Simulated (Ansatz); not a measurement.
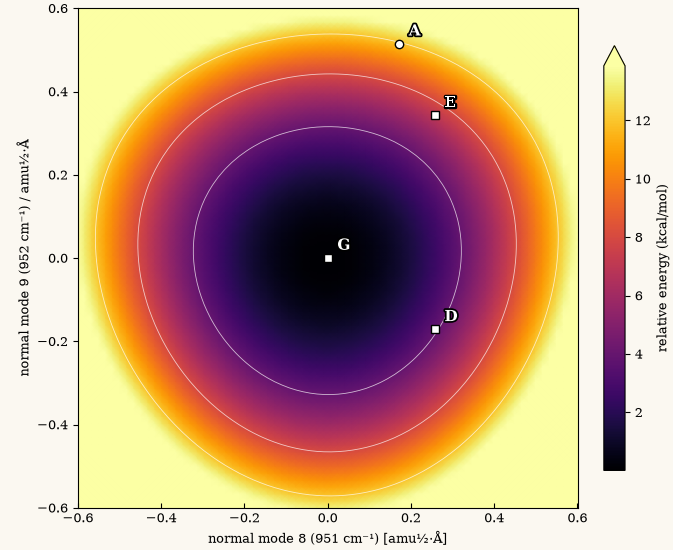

ClH3SiZn, SMILES [SiH3][Zn][Cl]. First axis: normal mode 8 (951 cm⁻¹). Second axis: normal mode 9 (952 cm⁻¹). Nothing is relaxed (straight displacements along the two mass-weighted modes). The scan uses a 15 × 15 grid. Points are written as (first, second). Energies: kcal/mol, counted from the lowest grid point. These are results of RKS B3LYP-D4/def2-TZVP in Ansatz 0.2.0, not measurements.

The picture shows a smooth colour map with a few white contour lines, one colour for all values above the top of the scale, lettered points. Between grid points the surface is interpolated.

Question: Is E the lowest point of the computed grid?

Answer: No. E lies 7.0 kcal/mol above the lowest grid point, which is at (0.000 amu½·Å, 0.000 amu½·Å).

Question: What kind of point is each of A, D, E, G: minimum, saddle, maximum or slope?

Answer: A: on a slope; D: on a slope; E: on a slope; G: minimum. (In these two coordinates alone; a stationary point may lie a little off the grid point.)
